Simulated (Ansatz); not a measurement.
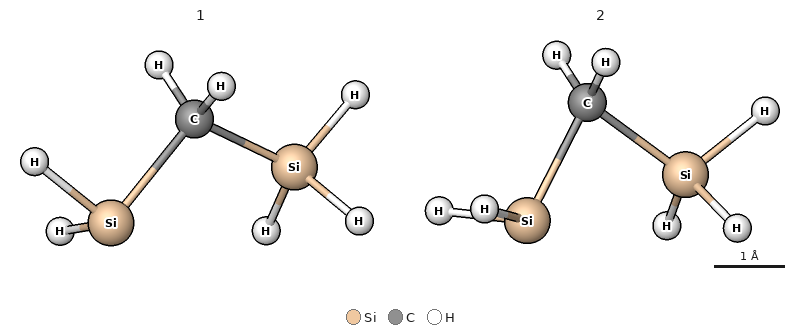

Two geometries of CH$_{7}$Si$_{2}$ (charge −1), drawn at one scale. One is the start of a relaxation, the other its converged end. The picture is a ball-and-stick view, seen at a tilt.

These are results of Ansatz, RKS PBE0-D4/def2-TZVPD, not measurements. (force threshold 0.005 eV/Å; at most 200 steps)

> Which of the two is the end point?

Structure 1 is the relaxed one. The energy falls by 10.8 kcal/mol in 14 accepted moves (16 points after the start). Largest force component: 1.4 eV/Å at the start, 0.0015 eV/Å at the end. The line search rejected the trial steps at points 4, 10 of the run. The atom that moves furthest after the best rigid fit is an H atom (1.04 Å). By element the largest moves are H 1.04 Å, Si 0.47 Å, C 0.31 Å. Among the contacts that change: Si–Si 2.545 → 3.117 Å, C–Si 1.921 → 1.984 Å, H–Si 1.550 → 1.511 Å, H–Si 1.504 → 1.541 Å. Among the angles between lasting bonds that change: Si–C–Si 84.4° → 109.0°, Si–C–H 116.7° → 107.9°, H–Si–H 114.6° → 106.8°. Groups turn about C–Si by about 45°. The run took 83 s on 2 threads of Arm Neoverse V2 (shared host).
